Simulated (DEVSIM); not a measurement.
Device: W/SiON/SiO2/n-Si capacitor, at 300 K.

| layer (left to right) | material | thickness (nm) | Nd (cm⁻³) |
|---|---|---|---|
| 1 | SiON | 1.70 | - |
| 2 | SiO2 | 1.30 | - |
| 3 | Si | 2600 | 4.7e16 |

Metal gate on the left, work function 4.6 eV. Fixed charge at the semiconductor interface 1.1e10 cm⁻² (in units of +e); no interface traps.

Constants are typed, rounded textbook-type inputs, not results; the design itself was drawn at random and stands for no fabricated device. Values at 300 K.

```csv
parameter,SiON,SiO2,Si
gap (eV),7,9,1.124
affinity (eV),1.4,0.9,4.05
permittivity,5.5,3.9,11.7
Nc (cm⁻³),-,-,2.86e19
Nv (cm⁻³),-,-,3.1e19
```

Model (solved in DEVSIM): 1D Poisson equation in equilibrium, Boltzmann statistics, complete ionisation; no quantum confinement or tunnelling. Metal contacts follow the ideal Schottky-Mott rule: no Fermi-level pinning, no interface dipoles.

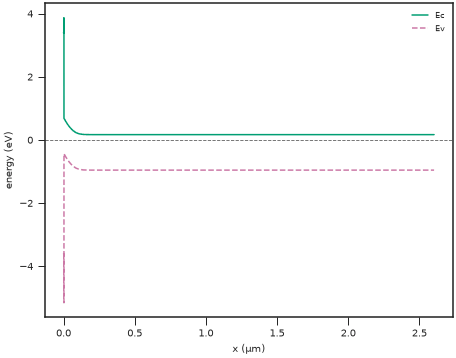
Figure. Band edges at -0.2 V on the gate

Energies count from the Fermi level of the right contact; mesh points crowd at the junctions.

```tsv
x (μm)	Ec (eV)	Ev (eV)	n (cm⁻³)	p (cm⁻³)	field (V/cm)
0.000	3.400	-3.600	< 1e2	< 1e2	-180000
0.0007604	3.386	-3.614	< 1e2	< 1e2	-180000
0.001464	3.373	-3.627	< 1e2	< 1e2	-180000
0.002192	3.856	-5.144	< 1e2	< 1e2	-260000
0.003000	0.685	-0.439	8.8e7	1.3e12	-140000
0.004369	0.674	-0.450	1.4e8	8.5e11	-84000
0.007170	0.651	-0.473	3.4e8	3.5e11	-82000
0.01656	0.577	-0.547	5.8e9	2.0e10	-75000
0.03286	0.465	-0.659	4.5e11	2.6e8	-63000
0.06720	0.291	-0.833	3.7e14	320000	-38000
0.1396	0.171	-0.953	3.8e16	3100	-2900
0.3822	0.166	-0.958	4.7e16	2500	≈ 0
0.8033	0.166	-0.958	4.7e16	2500	≈ 0
1.612	0.166	-0.958	4.7e16	2500	≈ 0
2.233	0.166	-0.958	4.7e16	2500	≈ 0
2.434	0.166	-0.958	4.7e16	2500	≈ 0
2.523	0.166	-0.958	4.7e16	2500	≈ 0
2.566	0.166	-0.958	4.7e16	2500	≈ 0
2.590	0.166	-0.958	4.7e16	2500	≈ 0
2.598	0.166	-0.958	4.7e16	2500	≈ 0
2.601	0.166	-0.958	4.7e16	2500	≈ 0
2.603	0.166	-0.958	4.7e16	2500	≈ 0
```
